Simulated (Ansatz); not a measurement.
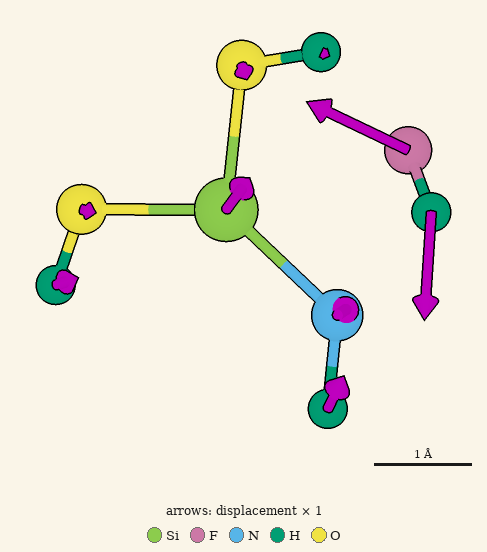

This is a relaxation of SiNH4O2F. The starting structure is drawn; purple arrows show the displacements, at their true length. The two geometries are superimposed by the best rigid fit.

A ball-and-stick model, seen at a tilt.

The run prepares an end point of a later path (reaction) calculation, from a guessed geometry.

Method: RKS B3LYP-D4/def2-SVP in Ansatz.

Input file:
```yaml
crystal:
  periodic: [false, false, false]
  atoms:
    - { symbol: Si, position_ang: [-0.608715, -0.100955, -0.080084] }
    - { symbol: F, position_ang: [2.137017, 0.12955, 1.052235] }
    - { symbol: "N", position_ang: [0.308173, 0.05258, -1.381955] }
    - { symbol: H, position_ang: [2.045576, 0.081982, 0.140555] }
    - { symbol: O, position_ang: [-1.553451, 0.909468, 0.800791] }
    - { symbol: O, position_ang: [-0.832252, -1.559458, 0.61809] }
    - { symbol: H, position_ang: [0.395256, 0.918882, -1.90731] }
    - { symbol: H, position_ang: [-1.508008, 1.852224, 0.592886] }
    - { symbol: H, position_ang: [-0.383495, -2.284173, 0.164691] }
basis:
  gaussian: { orbitals: def2-SVP }
hamiltonian:
  xc: b3lyp
  dispersion: d4
relax:
  f_tol: 0.03
  max_steps: 50
output:
  orbitals: {}
```

Run as
```bash
ansatz run input.yaml --threads 2 --pin off --max-ram 3072MiB --backend cpu --events-out ev --progress --plain --runs-dir out
```

**What did the optimiser do to the structure, and how much energy did it gain?**

Over 17 accepted moves (18 points after the start) the energy falls by 82.2 kcal/mol. Largest force component: 1.3 eV/Å at the start, 0.019 eV/Å at the end. The line search rejected the trial step at point 14 of the run. H4 moves most after the best rigid fit: 1.26 Å. By element the largest moves are H 1.26 Å, F 1.24 Å, Si 0.68 Å, N 0.62 Å, O 0.22 Å. Among the contacts that change: F2–H4 0.917 → 2.713 Å, Si1–F2 2.979 → 1.625 Å, N3–H4 2.310 → 1.013 Å, Si1–N3 1.600 → 1.707 Å. New bonds form, among them: N3–H4 (2.31 → 1.01 Å), Si1–F2 (2.98 → 1.63 Å). Bonds break, among them: F2–H4 (0.92 → 2.71 Å). Among the angles between lasting bonds that change: N3–Si1–O5 135.1° → 115.2°, N3–Si1–O6 120.8° → 115.0°.

Limits of the set-up: the start holds two separate molecules, 2.3 Å apart at their closest, whose relative position is a soft coordinate.
